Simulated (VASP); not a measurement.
Band structure of NbSi2 (relaxed from the AlB2 structure, space group P6/mmm). Computed with PBEsol GGA, VASP's PBE PAW potentials (set 64) (plane waves; VASP).

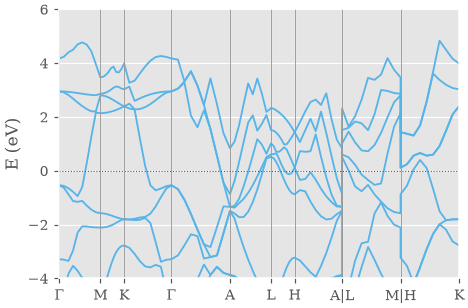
Figure. Bands along high-symmetry lines, zero at the valence-band maximum or, without a gap, the Fermi level

Read the plot: is there a gap, and where are the band edges?

It has no gap at this level: it comes out as a metal or semimetal. (Edges off the drawn lines would not show.)

The structure was generated: NbSi2 was put into the AlB2 type (P6/mmm), which need not be its known phase. It was relaxed first, which changed the volume by -39 %. The electron count is odd and the run is not spin-polarised, which forces a metal.
